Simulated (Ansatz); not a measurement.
# How liquid K(F,Br) changes with temperature

How do cells made at different temperatures differ in energy, pressure, forces, levels, charges and cost?

Computed with Ansatz 0.2.0: Kohn-Sham DFT, r2SCAN, PAW (set soft_2). Every run is a single point, with the atoms held where the recipe put them (cutoff of the plane-wave runs 500 eV, gaussian smearing of 0.05 eV).

First member: 94 atoms (47 K, 18 F, 29 Br) placed at random at 2.17 g/cm³, melted at 1800 K for 10 ps at fixed volume with the Lennard-Jones and Coulomb ion parameters for SPC/E (Joung and Cheatham, J. Phys. Chem. B 112, 9020 (2008)), full charges. Snapshot at the end of a hold of 20 ps at 850 K and fixed volume.

Last member: 94 atoms (47 K, 18 F, 29 Br) placed at random at 1.95 g/cm³, melted at 1800 K for 10 ps at fixed volume with the Lennard-Jones and Coulomb ion parameters for SPC/E (Joung and Cheatham, J. Phys. Chem. B 112, 9020 (2008)), full charges. Snapshot at the end of a hold of 20 ps at 1200 K and fixed volume.

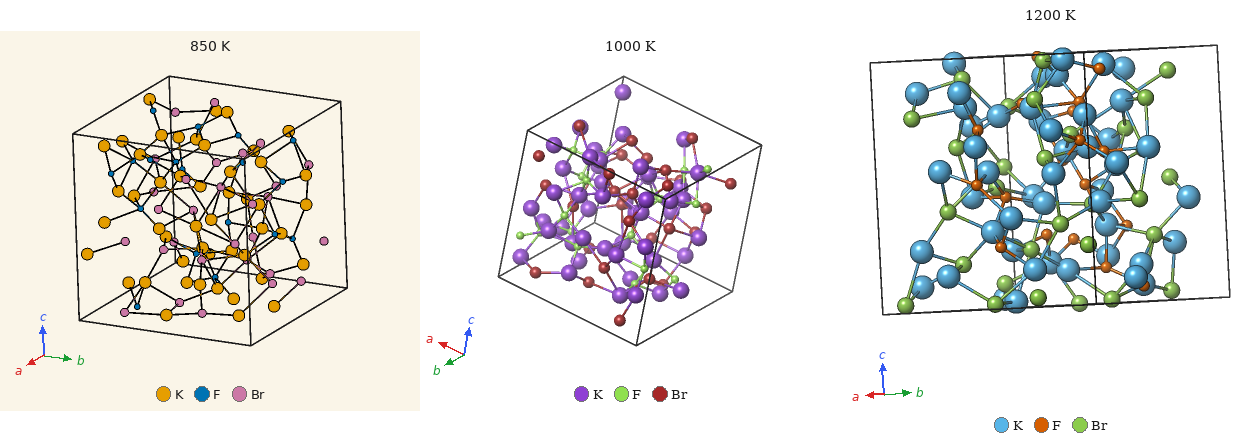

Three members of the series, labelled by temperature. Bonds to atoms that aren't drawn are left out. Some periodic images of atoms are drawn too.

The members:

```
temperature (K)  reduced formula  atoms  valence electrons  k-mesh        basis  density (g/cm³)
            850       K47Br29F18     94                752   1×1×1  plane waves             2.17
            930       K47Br29F18     94                752   1×1×1  plane waves             2.12
           1000       K47Br29F18     94                752   1×1×1  plane waves             2.07
           1100       K47Br29F18     94                752   1×1×1  plane waves             2.01
           1200       K47Br29F18     94                752   1×1×1  plane waves             1.95
```

Each cell is one sample from a classical run, so sample-to-sample scatter enters every column; pressures lack the kinetic term.

The input of the first member, without its atom lines; other members have their own cell and atoms, and may differ in mesh, basis and outputs:

```yaml
crystal:
  lattice:
    - [15.1089, 0.0, 0.0]
    - [0.0, 15.1089, 0.0]
    - [0.0, 0.0, 15.1089]
  atoms:
    [... 94 lines ...]
kpoints:
  mp_grid: { grid: [1, 1, 1] }
hamiltonian:
  xc: r2scan
scf:
  occupations: { method: gaussian, width: 0.05 }
output:
  forces: true
  stress: true
  populations: intrinsic
  dos:
    method: { smearing: { sigma: 0.15 } }
    de: 0.1
    projected: { site_lists: { Br: [Br], F: [F], K: [K] } }
  eigenvalues: true
  write_density: true
  write_potential: true
  volumetric_format: npy
```

**Question.** How do the results, the time and the memory go along the series?

Results; charges are mean intrinsic-atomic-orbital charges in e:

```
temperature (K)  energy less the first member's (meV/atom)  pressure (GPa)  r.m.s. force (eV/Å)  gap (eV)  q(Br)   q(K)   q(F)
            850                                        0.0          -0.848                0.261                3.95  -0.75  +0.80  -0.89
            930                                       19.2          -0.998                0.281                3.59  -0.75  +0.81  -0.89
           1000                                       28.2          -0.986                0.284                3.81  -0.76  +0.81  -0.89
           1100                                       62.9          -0.932                0.311                3.18  -0.76  +0.81  -0.89
           1200                                       76.7           -1.04                0.314                3.30  -0.77  +0.81  -0.89
```

The gap is that between the highest filled and lowest empty Kohn-Sham level on the run's k-points; tail or defect levels can set it, and semilocal functionals tend to put gaps under measured ones.

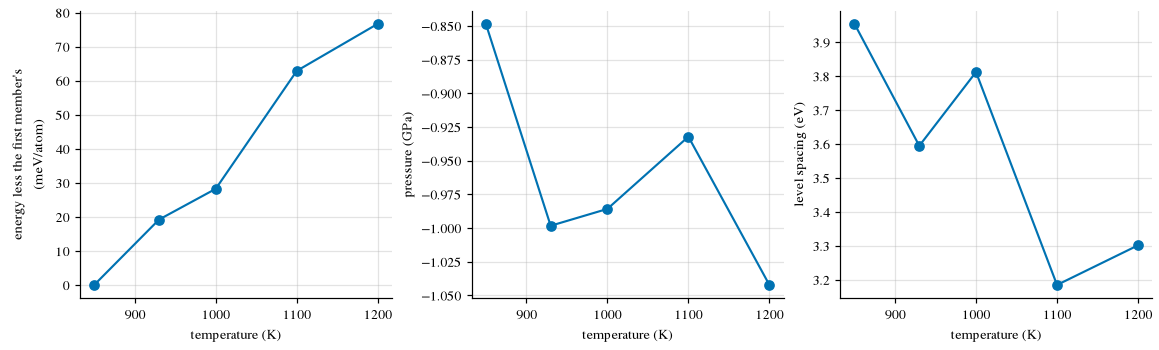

Results against temperature.

Cost on 8 threads of Arm Neoverse V2, shared host:

```
temperature (K)  atoms        basis  k-mesh  SCF cycles  time  host memory (GiB)
            850     94  plane waves   1×1×1          10  83 s                 10
            930     94  plane waves   1×1×1          10  81 s                 10
           1000     94  plane waves   1×1×1          10  84 s                 10
           1100     94  plane waves   1×1×1          10  80 s                 10
           1200     94  plane waves   1×1×1          10  80 s                 11
```

Times include the outputs that each run asked for, on hosts shared with other jobs.

What the series shows: The energy against the first member goes steadily from 0.0 meV/atom at 850 to 76.7 meV/atom at 1200 K; each member is a single configuration. The gap is lowest at 1100 K (3.18 eV) and highest at 850 K (3.95 eV); in single samples it varies with the configuration. The density spans 1.95 to 2.17 g/cm³, so the columns mix its effect with that of the temperature. The pressure lies between -1 and -0.85 GPa, with no steady trend; the recipes set unlike densities, and the bond lengths of the classical model enter the pressure too.

Caveats: The starting topology of bonds comes from the classical model, and needn't be the one that DFT or experiment would give. The ion parameters were fitted for water, not for melts, so the starting structure of this cell may lie well off the real melt's. The coldest member lies under the melting points of the pure salts (KF 1131 K and KBr 1007 K), though mixtures near a eutectic melt much lower; whether it is supercooled wasn't checked. The cells aren't relaxed by DFT, which could reorder their energies.

[Logs are printed without paths, hosts, clocks, repeated set-up lines and the standing remarks that a program may print on its own settings, such as how far it seeks lower states.]

[Hosts, paths, dates, database ids (printed as entryN), source tags and the programs' standing remarks are cut or masked in the printed files.]
